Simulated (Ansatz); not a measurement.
A series of calculations on BH4O

**1. Relaxation**

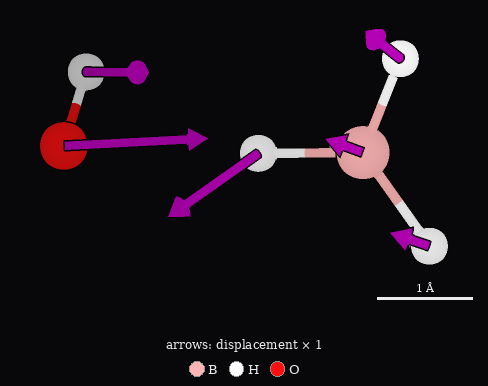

A relaxation of BH4O (multiplicity 2). The starting structure is drawn; purple arrows show the displacements, at their true length. The two geometries are superimposed by the best rigid fit.

The picture is a ball-and-stick view, seen at a tilt.

The run prepares an end point of a later path (reaction) calculation, from a guessed geometry.

All numbers below come from Ansatz, UKS PBE-D4/def2-SVP.

The input:
```yaml
crystal:
  periodic: [false, false, false]
  atoms:
    - { symbol: B, position_ang: [0.01157, 0.01142, -0.12393] }
    - { symbol: H, position_ang: [0.037347, -0.004703, 1.078636] }
    - { symbol: H, position_ang: [1.060306, 0.015318, -0.73426] }
    - { symbol: H, position_ang: [-1.055562, 0.019124, -0.70242] }
    - { symbol: O, position_ang: [-0.030009, 0.003188, 3.282509] }
    - { symbol: H, position_ang: [-0.538051, -0.845447, 3.286564] }
magnetization:
  spin_polarized: true
  initial_magnetization: 1
basis:
  gaussian: { orbitals: def2-SVP }
hamiltonian:
  xc: pbe
  dispersion: d4
relax:
  f_tol: 0.03
  max_steps: 50
```

Run as
```bash
ansatz run input.yaml --threads 1 --pin off --max-ram 2048MiB --backend cpu --events-out ev --progress --plain --runs-dir out
```

### Describe the change and its energy.

The energy falls by 174.2 kJ/mol in 19 accepted moves (21 points after the start). The largest force component goes from 0.57 to 0.0036 eV/Å. The line search rejected the trial steps at points 16, 19 of the run. The forces were under the threshold at step 18, but the run went on from there. O5 moves most after the best rigid fit: 1.56 Å. Largest moves by element: O 1.56 Å, H 1.31 Å, B 0.45 Å. Among the contacts that change: B1–O5 3.407 → 1.662 Å, H2–O5 2.205 → 0.979 Å, B1–H2 1.203 → 2.132 Å, O5–H6 0.989 → 0.979 Å. New bonds form, among them: B1–O5 (3.41 → 1.66 Å), H2–O5 (2.20 → 0.98 Å). Bonds break, among them: B1–H2 (1.20 → 2.13 Å). Among the angles between lasting bonds that change: H3–B1–H4 121.3° → 124.6°. Cost: 32 s on 1 thread of Intel(R) Xeon(R) Platinum 8259CL CPU @ 2.50GHz (Skylake/Cascade Lake) (shared host), peak memory 0.13 GiB.

Limits of the set-up: the start holds two separate molecules, 2.2 Å apart at their closest, whose relative position is a soft coordinate.

**2. Relaxation**

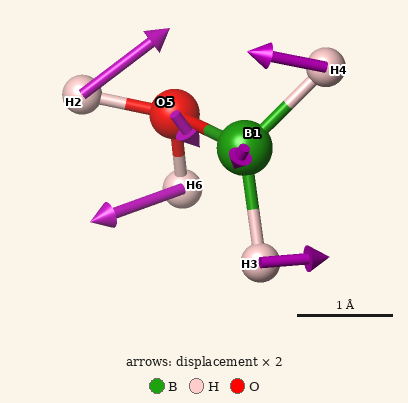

A relaxation of BH$_{4}$O (multiplicity 2). The starting structure is drawn; purple arrows show the displacements, magnified 2 times. The two geometries are superimposed by the best rigid fit.

A ball-and-stick model, seen from a free direction.

The run prepares an end point of a later path (reaction) calculation, from a guessed geometry.

The calculation used UKS PBE-D4/def2-SVP in Ansatz 0.2.0.

Input file:
```yaml
crystal:
  periodic: [false, false, false]
  atoms:
    - { symbol: B, position_ang: [-0.050665, 0.122424, 0.136481] }
    - { symbol: H, position_ang: [0.037544, 0.600179, 2.457321] }
    - { symbol: H, position_ang: [0.832728, -0.676769, -0.124441] }
    - { symbol: H, position_ang: [-1.159801, 0.169811, -0.354618] }
    - { symbol: O, position_ang: [-0.31405, -0.098037, 1.843345] }
    - { symbol: H, position_ang: [0.139843, -0.918708, 2.129011] }
magnetization:
  spin_polarized: true
  initial_magnetization: 1
basis:
  gaussian: { orbitals: def2-SVP }
hamiltonian:
  xc: pbe
  dispersion: d4
relax:
  f_tol: 0.03
  max_steps: 50
```

Command:
```bash
ansatz run input.yaml --threads 1 --pin off --max-ram 2048MiB --backend cpu --events-out ev --progress --plain --runs-dir out
```

Which element moves most?

Hydrogen: up to 0.58 Å, against 0.25 Å for oxygen.

Describe the change and its energy.

H2 moves most after the best rigid fit: 0.58 Å. Largest moves by element: H 0.58 Å, O 0.25 Å, B 0.17 Å. Near-neighbour distances that change, for instance: B1–O5 1.741 → 1.662 Å, H2–O5 0.994 → 0.979 Å. Bond angles that change, for instance: B1–O5–H2 117.6° → 104.8°, B1–O5–H6 108.8° → 105.0°, H3–B1–O5 103.7° → 106.0°. Groups turn about B1–O5 by about 65°. The energy falls by 11.7 kJ/mol in 8 accepted moves (9 points after the start). Largest force component: 0.79 eV/Å at the start, 0.013 eV/Å at the end. The line search rejected the trial step at point 5 of the run. The run took 15 s on 1 thread of Intel(R) Xeon(R) Platinum 8259CL CPU @ 2.50GHz (Skylake/Cascade Lake) (shared host), peak memory 0.13 GiB.

**3. Path**

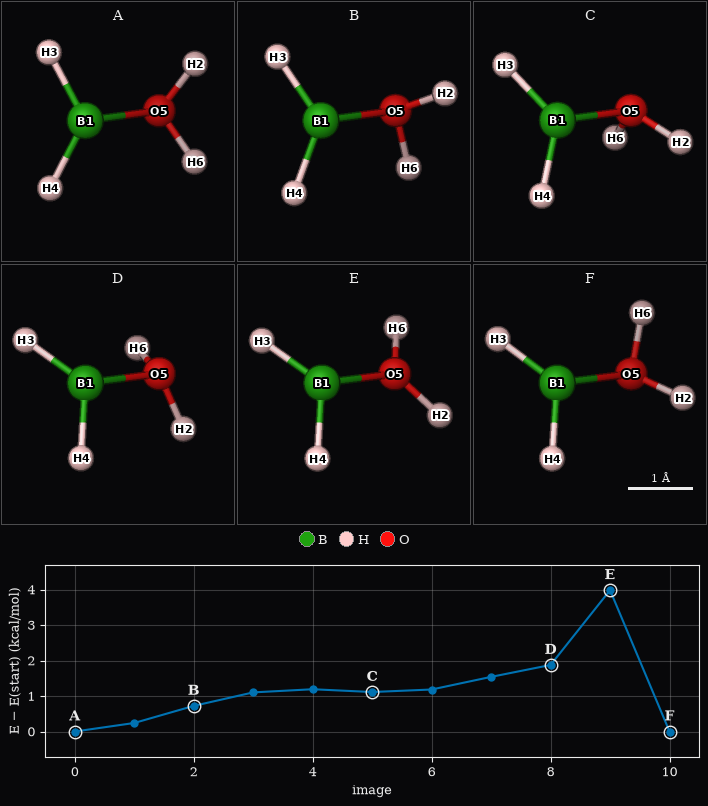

NEB run on BH$_{4}$O (multiplicity 2). Images are numbered from 0 (start) to 10 (end). Frames A to F are images 0, 2, 5, 8, 9, 10. A ball-and-stick model, seen at a tilt.

These are results of Ansatz, UKS PBE-D4/def2-SVP, not measurements. Run with 9 movable images; climbing image; force threshold 0.05 eV/Å; iteration limit 60; starting path through a guess of the saddle point.

Q: Read off the barrier and say what moves.

A: The barrier is about 3.98 kcal/mol in both directions, with image 9 at the top; the ends have the same energy. No bond forms or breaks between the ends. Among the angles between lasting bonds that change up to the highest image: B1–O5–H6 104.8° → 123.6°, B1–O5–H2 104.7° → 123.3°. The band converged in 23 iterations. The largest component of the band force went from 260 to 0.02 eV/Å. The climbing image converged on the top of the path. Its vibrational analysis gives 2 imaginary modes over 30i cm⁻¹, so it isn't confirmed as a transition state.

Cost: 4.5 min on 1 thread of Intel(R) Xeon(R) Platinum 8259CL CPU @ 2.50GHz (Skylake/Cascade Lake), on a shared host, peak memory 0.13 GiB.
